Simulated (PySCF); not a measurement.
# Sm2S3: how settings move a single point

Which settings matter for Sm2S3? Each run alters one on purpose. The structure is generated, not taken from experiment.

Computed with PySCF 2.14.0. Level: BP86, Sm lcecp-1-SVP with ECP51, S def2-SVP; scalar-relativistic core potentials, no spin–orbit coupling.

6 further runs of the same task are left out: 2 for a known fault of the program, 4 that didn't finish.

### Step 1. The system as given

5 atoms, charge 0, spin multiplicity 1.

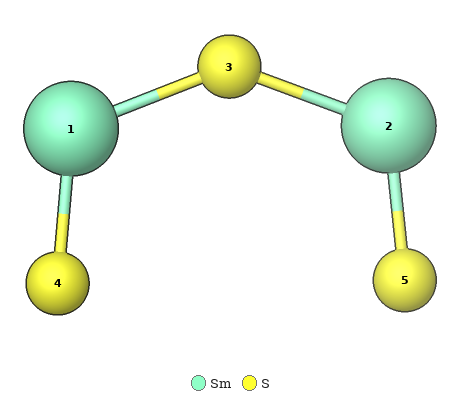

The structure; samarium green, sulfur yellow; atoms are numbered from 1 in the order of the file.

As a file:

| atom | x (Å) | y (Å) | z (Å) |
| --- | --- | --- | --- |
| Sm1 | -0.34192 | -0.58059 | 2.44563 |
| Sm2 | -0.34192 | -0.58059 | -2.44563 |
| S3 | -0.81259 | -1.37980 | 0.00000 |
| S4 | 0.85812 | 1.45710 | 2.67261 |
| S5 | 0.85812 | 1.45710 | -2.67261 |

Formal oxidation states: Sm +3. Each metal's 5 4f electrons lie in its core potential, so multiplicities, spins and levels count the valence alone. An earlier session relaxed this geometry at BP86, Sm lcecp-1-SVP with ECP51, S def2-SVP (singlet, point group C2v).

The sound run used a (50, 194) grid (finer on f atoms), a threshold of 1e-8 and at most 55 cycles, and ended at -1264.069943 Eh.

### Step 2. Try 1

The input, run.py (the lines that set the calculation):

```python
mol = gto.M(atom='''
Sm    -0.34192    -0.58059     2.44563
Sm    -0.34192    -0.58059    -2.44563
S     -0.81259    -1.37980     0.00000
S      0.85812     1.45710     2.67261
S      0.85812     1.45710    -2.67261''',
    basis={'Sm': 'lcecp-1-SVP', 'S': 'def2-SVP'},
    ecp={'Sm': 'lcecp-1-SVP'},
    charge=0, spin=0)
mf = dft.RKS(mol, xc='B88,P86')
mf.grids.atom_grid = (50, 194)  # f atoms: unpruned, at least (60, 302)
mf = mf.density_fit()  # fitting sets: Sm AutoAux, S def2-universal-JKFIT
mf.conv_tol = 0.001; mf.max_cycle = 55
mf.kernel(dm0)  # dm0: free metal ions and neutral atoms
```

On the command line:

```sh
$ OMP_NUM_THREADS=2 python run.py
```

The program printed:

```text
init E= -1292.10993354301
  HOMO = -0.128638209489889  LUMO = -0.12133920295128  gap/eV = 0.19862
cycle= 1 E= -1260.25412415493  delta_E= 31.9  |g|= 3.44  |ddm|= 5.14
  HOMO = -0.278522432796129  LUMO = -0.259296319903638  gap/eV = 0.52317
cycle= 2 E= -1257.87052750076  delta_E= 2.38  |g|= 4.31  |ddm|=  8.7
  HOMO = -0.208829252131697  LUMO = -0.0827970302014227  gap/eV = 3.42951
cycle= 3 E= -1263.70703208724  delta_E= -5.84  |g|= 0.818  |ddm|= 5.49
  HOMO = -0.145948531252206  LUMO = -0.124596484963638  gap/eV = 0.58102
cycle= 4 E= -1263.22897686717  delta_E= 0.478  |g|= 1.54  |ddm|= 3.07
  HOMO = -0.154887886561029  LUMO = -0.103092075058535  gap/eV = 1.40944
cycle= 5 E= -1264.0359231354  delta_E= -0.807  |g|= 0.303  |ddm|= 1.54
  HOMO = -0.15883786071793  LUMO = -0.105078198785087  gap/eV = 1.46287
cycle= 6 E= -1264.04706923616  delta_E= -0.0111  |g|= 0.243  |ddm|= 0.453
  HOMO = -0.168270288228452  LUMO = -0.106874509111297  gap/eV = 1.67066
cycle= 7 E= -1264.0670833088  delta_E= -0.02  |g|= 0.0825  |ddm|= 0.254
  HOMO = -0.16854375891557  LUMO = -0.10481941738003  gap/eV = 1.73403
cycle= 8 E= -1264.06964744937  delta_E= -0.00256  |g|= 0.0274  |ddm|= 0.0836
  HOMO = -0.170081117206423  LUMO = -0.104699894963634  gap/eV = 1.77911
cycle= 9 E= -1264.06993531407  delta_E= -0.000288  |g|= 0.00467  |ddm|= 0.0346
  HOMO = -0.170642975536134  LUMO = -0.104486192452999  gap/eV = 1.80022
Extra cycle  E= -1264.06986188675  delta_E= 7.34e-05  |g|= 0.0143  |ddm|= 0.0238
converged SCF energy = -1264.06986188675
```

Run time: 7.3 s. Hardware: 2 threads of Arm Neoverse V2, shared host.

Changed: the SCF threshold (0.001). It converges in 9 cycles, +0.002 eV from the sound run, with a largest force component of 0.05 eV/Å. The result survives the change.

### Step 3. Try 2

Edit run.py (the lines that set the calculation) of step 2 so:

```diff
@@ -10,5 +10,5 @@
 mf = dft.RKS(mol, xc='B88,P86')
-mf.grids.atom_grid = (50, 194)  # f atoms: unpruned, at least (60, 302)
+mf.grids.atom_grid = (15, 26)  # f atoms: unpruned
 mf = mf.density_fit()  # fitting sets: Sm AutoAux, S def2-universal-JKFIT
-mf.conv_tol = 0.001; mf.max_cycle = 55
+mf.conv_tol = 1e-08; mf.max_cycle = 55
 mf.kernel(dm0)  # dm0: free metal ions and neutral atoms
```

On the command line:

```sh
$ OMP_NUM_THREADS=2 python run.py
```

The program printed:

```text
init E= -1291.91962202656
  HOMO = -0.128586703673229  LUMO = -0.123054139381347  gap/eV = 0.15055
cycle= 1 E= -1260.00872644724  delta_E= 31.9  |g|= 3.42  |ddm|= 5.12
  HOMO = -0.271289231693778  LUMO = -0.255409829933459  gap/eV = 0.43210
cycle= 2 E= -1255.58593165788  delta_E= 4.42  |g|= 4.66  |ddm|= 11.1
  HOMO = -0.282670130000291  LUMO = -0.11078009502357  gap/eV = 4.67737
cycle= 3 E= -1263.29255335197  delta_E= -7.71  |g|= 1.25  |ddm|= 8.62
  HOMO = -0.115737924306546  LUMO = -0.097009360562721  gap/eV = 0.50963
cycle= 4 E= -1262.62216962844  delta_E= 0.67  |g|= 1.77  |ddm|=  3.6
  HOMO = -0.156494491771361  LUMO = -0.107587357946337  gap/eV = 1.33083
cycle= 5 E= -1263.86271613881  delta_E= -1.24  |g|= 0.329  |ddm|= 2.66
  HOMO = -0.164764140796995  LUMO = -0.101697204950216  gap/eV = 1.71614
cycle= 6 E= -1263.90162065641  delta_E= -0.0389  |g|= 0.105  |ddm|= 0.568
  HOMO = -0.168349383052384  LUMO = -0.106874369438055  gap/eV = 1.67282
cycle= 7 E= -1263.90496325537  delta_E= -0.00334  |g|= 0.042  |ddm|= 0.186
  HOMO = -0.166212637507456  LUMO = -0.105313334350962  gap/eV = 1.65715
cycle= 8 E= -1263.90559333089  delta_E= -0.00063  |g|= 0.00914  |ddm|= 0.0601
  HOMO = -0.166605194571149  LUMO = -0.105642351906125  gap/eV = 1.65888
cycle= 9 E= -1263.90561409955  delta_E= -2.08e-05  |g|= 0.00395  |ddm|= 0.0123
  HOMO = -0.166751538906316  LUMO = -0.105639939007489  gap/eV = 1.66293
cycle= 10 E= -1263.90561991172  delta_E= -5.81e-06  |g|= 0.000866  |ddm|= 0.00483
  HOMO = -0.166823426431974  LUMO = -0.105675550606729  gap/eV = 1.66392
cycle= 11 E= -1263.9056201206  delta_E= -2.09e-07  |g|= 0.000301  |ddm|= 0.0012
  HOMO = -0.166825662227136  LUMO = -0.105658072799976  gap/eV = 1.66445
cycle= 12 E= -1263.90562015797  delta_E= -3.74e-08  |g|= 6.67e-05  |ddm|= 0.00054
  HOMO = -0.166822990407591  LUMO = -0.105658743380914  gap/eV = 1.66436
cycle= 13 E= -1263.90562015987  delta_E= -1.9e-09  |g|= 1.05e-05  |ddm|= 0.000106
  HOMO = -0.166823119332412  LUMO = -0.105658462741361  gap/eV = 1.66438
Extra cycle  E= -1263.9056201597  delta_E= 1.74e-10  |g|= 2.4e-05  |ddm|= 5e-05
converged SCF energy = -1263.9056201597
```

Wall time 6.9 s (2 threads of Arm Neoverse V2, shared host).

Changed: the integration grid, to (15, 26). It converges in 13 cycles, +4.471 eV from the sound run, with a largest force component of 1.05 eV/Å. The setting is unsound, so these numbers aren't the compound's.

### Step 4. Try 3

Edit run.py (the lines that set the calculation) of step 3 so:

```diff
@@ -10,3 +10,3 @@
 mf = dft.RKS(mol, xc='B88,P86')
-mf.grids.atom_grid = (15, 26)  # f atoms: unpruned
+mf.grids.atom_grid = (40, 110)  # f atoms: unpruned
 mf = mf.density_fit()  # fitting sets: Sm AutoAux, S def2-universal-JKFIT
```

On the command line:

```sh
$ OMP_NUM_THREADS=2 python run.py
```

The program printed:

```text
init E= -1292.11031824151
  HOMO = -0.12862600141529  LUMO = -0.121363703805033  gap/eV = 0.19762
cycle= 1 E= -1260.25965186662  delta_E= 31.9  |g|= 3.43  |ddm|= 5.14
  HOMO = -0.278817770976554  LUMO = -0.258749187697725  gap/eV = 0.54609
cycle= 2 E= -1257.88101613757  delta_E= 2.38  |g|= 4.31  |ddm|= 8.69
  HOMO = -0.208586205639985  LUMO = -0.0828593980050177  gap/eV = 3.42120
cycle= 3 E= -1263.70999211571  delta_E= -5.83  |g|= 0.815  |ddm|= 5.49
  HOMO = -0.145837764065585  LUMO = -0.124597887532764  gap/eV = 0.57797
cycle= 4 E= -1263.22305210264  delta_E= 0.487  |g|= 1.55  |ddm|= 3.07
  HOMO = -0.154887769811615  LUMO = -0.103172638995968  gap/eV = 1.40724
cycle= 5 E= -1264.03608649716  delta_E= -0.813  |g|= 0.304  |ddm|= 1.54
  HOMO = -0.158927796708919  LUMO = -0.105048050656019  gap/eV = 1.46614
cycle= 6 E= -1264.04768088795  delta_E= -0.0116  |g|= 0.242  |ddm|= 0.449
  HOMO = -0.168274578139313  LUMO = -0.106807070811187  gap/eV = 1.67262
cycle= 7 E= -1264.06749888348  delta_E= -0.0198  |g|= 0.0824  |ddm|= 0.253
  HOMO = -0.16857369940526  LUMO = -0.104759070549214  gap/eV = 1.73648
cycle= 8 E= -1264.07005991919  delta_E= -0.00256  |g|= 0.0273  |ddm|= 0.0836
  HOMO = -0.170124337441943  LUMO = -0.104650496763823  gap/eV = 1.78163
cycle= 9 E= -1264.07034494925  delta_E= -0.000285  |g|= 0.00463  |ddm|= 0.0345
  HOMO = -0.170256559415878  LUMO = -0.104713278517993  gap/eV = 1.78352
cycle= 10 E= -1264.07035179044  delta_E= -6.84e-06  |g|= 0.00105  |ddm|= 0.00536
  HOMO = -0.17029878423392  LUMO = -0.104697134101306  gap/eV = 1.78511
cycle= 11 E= -1264.07035224792  delta_E= -4.57e-07  |g|= 0.000149  |ddm|= 0.00172
  HOMO = -0.170289543063743  LUMO = -0.104694598228463  gap/eV = 1.78493
cycle= 12 E= -1264.07035225604  delta_E= -8.12e-09  |g|= 3.85e-05  |ddm|= 0.000235
  HOMO = -0.170286843181607  LUMO = -0.104693144399915  gap/eV = 1.78490
Extra cycle  E= -1264.07035225492  delta_E= 1.12e-09  |g|= 6.67e-05  |ddm|= 0.000146
converged SCF energy = -1264.07035225492
```

It took 7.1 s on 2 threads of Arm Neoverse V2, shared host.

Changed: the integration grid, to (40, 110). It converges in 12 cycles, -0.011 eV from the sound run, with a largest force component of 0.25 eV/Å. The setting is unsound, so these numbers aren't the compound's.

### Step 5. Try 4

Edit run.py (the lines that set the calculation) of step 4 so:

```diff
@@ -10,5 +10,5 @@
 mf = dft.RKS(mol, xc='B88,P86')
-mf.grids.atom_grid = (40, 110)  # f atoms: unpruned
+mf.grids.atom_grid = (50, 194)  # f atoms: unpruned, at least (60, 302)
 mf = mf.density_fit()  # fitting sets: Sm AutoAux, S def2-universal-JKFIT
 mf.conv_tol = 1e-08; mf.max_cycle = 55
-mf.kernel(dm0)  # dm0: free metal ions and neutral atoms
+mf.kernel(dm0)  # dm0: smeared density
```

On the command line:

```sh
$ OMP_NUM_THREADS=2 python run.py
```

The program printed:

```text
init E= -1263.88038281297
  HOMO = -0.215887283612656  LUMO = -0.120816605422821  gap/eV = 2.58700
cycle= 1 E= -1264.00435072875  delta_E= -0.124  |g|= 0.39  |ddm|= 0.777
  HOMO = -0.129538580021818  LUMO = -0.126935195974771  gap/eV = 0.07084
cycle= 2 E= -1260.2524708631  delta_E= 3.75  |g|= 3.08  |ddm|= 4.25
  HOMO = -0.159385962784148  LUMO = -0.103686091890929  gap/eV = 1.51567
cycle= 3 E= -1264.0416497603  delta_E= -3.79  |g|= 0.284  |ddm|= 3.77
  HOMO = -0.163310190633056  LUMO = -0.105089787838481  gap/eV = 1.58426
cycle= 4 E= -1264.05842963864  delta_E= -0.0168  |g|= 0.173  |ddm|= 0.453
  HOMO = -0.167427160336454  LUMO = -0.104812311831467  gap/eV = 1.70384
cycle= 5 E= -1264.06933598445  delta_E= -0.0109  |g|= 0.039  |ddm|= 0.214
  HOMO = -0.169452634125297  LUMO = -0.104747463160585  gap/eV = 1.76072
cycle= 6 E= -1264.06987129118  delta_E= -0.000535  |g|= 0.0136  |ddm|= 0.0436
  HOMO = -0.170076433054307  LUMO = -0.104622426775361  gap/eV = 1.78109
cycle= 7 E= -1264.06994175799  delta_E= -7.05e-05  |g|= 0.0017  |ddm|= 0.0184
  HOMO = -0.170243096618488  LUMO = -0.104770747051303  gap/eV = 1.78159
cycle= 8 E= -1264.06994242624  delta_E= -6.68e-07  |g|= 0.000914  |ddm|= 0.00339
  HOMO = -0.170246267029035  LUMO = -0.104751124526185  gap/eV = 1.78221
cycle= 9 E= -1264.06994271938  delta_E= -2.93e-07  |g|= 0.000295  |ddm|= 0.00114
  HOMO = -0.170248057447011  LUMO = -0.104746920376959  gap/eV = 1.78238
cycle= 10 E= -1264.06994274185  delta_E= -2.25e-08  |g|= 0.00018  |ddm|= 0.000529
  HOMO = -0.170249950505991  LUMO = -0.104744188466486  gap/eV = 1.78250
cycle= 11 E= -1264.0699427547  delta_E= -1.28e-08  |g|= 1.99e-05  |ddm|= 0.000255
  HOMO = -0.170250766696413  LUMO = -0.104744005542029  gap/eV = 1.78253
cycle= 12 E= -1264.06994275484  delta_E= -1.48e-10  |g|= 3.5e-06  |ddm|= 3.2e-05
  HOMO = -0.170250215120627  LUMO = -0.10474423097354  gap/eV = 1.78251
Extra cycle  E= -1264.06994275477  delta_E= 7.69e-11  |g|= 1.36e-05  |ddm|= 2.28e-05
converged SCF energy = -1264.06994275477
```

Run time: 8.5 s. Hardware: 2 threads of Arm Neoverse V2, shared host.

Changed: the starting guess (smeared density). It converges in 12 cycles, at the sound run's energy within 0.001 eV, with a largest force component of 0.01 eV/Å. The result survives the change.

### Step 6. Results

| run | changed | ending | energy change (eV) | cycles | time | usable |
| --- | --- | --- | --- | --- | --- | --- |
| 1 | the SCF threshold | converged | +0.002 | 9 | 7.3 s | yes |
| 2 | the integration grid | converged | +4.471 | 13 | 6.9 s | no |
| 3 | the integration grid | converged | -0.011 | 12 | 7.1 s | no |
| 4 | the starting guess | converged | 0.000 | 12 | 8.5 s | yes |

2 of 4 altered runs give a usable result. 2 ended normally with numbers unfit to quote.
